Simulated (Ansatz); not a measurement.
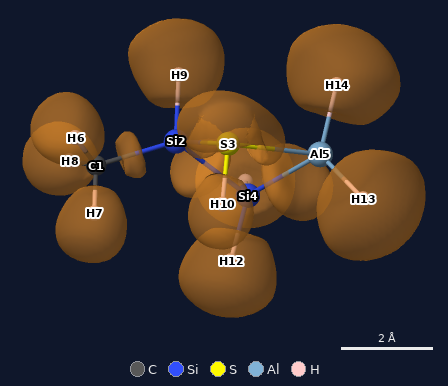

CH$_{9}$AlSSi$_{2}$. Isosurface of the ELF at 0.85 (orange), seen from one side. Core shells and regions of very low density are left out.

Geometry: PBE0-D4/def2-TZVP.

Method: Ansatz, RKS PBE0-D4/def2-TZVPP.

```csv
atom,x (Å),y (Å),z (Å)
C,-2.2326,0.6641,0.6809
Si,-0.7419,0.2452,-0.3639
S,0.9297,1.6288,0.1899
Si,0.5358,-1.6989,-0.2222
Al,2.4254,-0.1829,-0.7245
H,-2.5079,1.7157,0.5772
H,-2.0451,0.4479,1.7345
H,-3.0790,0.0508,0.3587
H,-0.9484,0.6959,-1.7675
H,1.0321,1.1868,1.4572
H,0.0051,-2.7917,-1.0852
H,0.4171,-2.1331,1.2044
H,3.6909,-0.1277,0.2376
H,2.5058,0.2698,-2.2483
```

Describe the localisation domains.

Answer. The surface consists of one region between bonded C–Si atoms (shared pairs), one region between bonded Si–Si atoms (shared pairs), nine regions around hydrogen nuclei, one region on S in which the atom's valence shell and bonds are merged and one region on Si in which the atom's valence shell and bonds are merged. Profiles from the grid: C–Si (1.87 Å): the ELF peaks at about 0.95 between the atoms (localised, covalent bonding). Si–S (2.24 Å): the ELF peaks at about 0.90 between the atoms: a covalent bond.
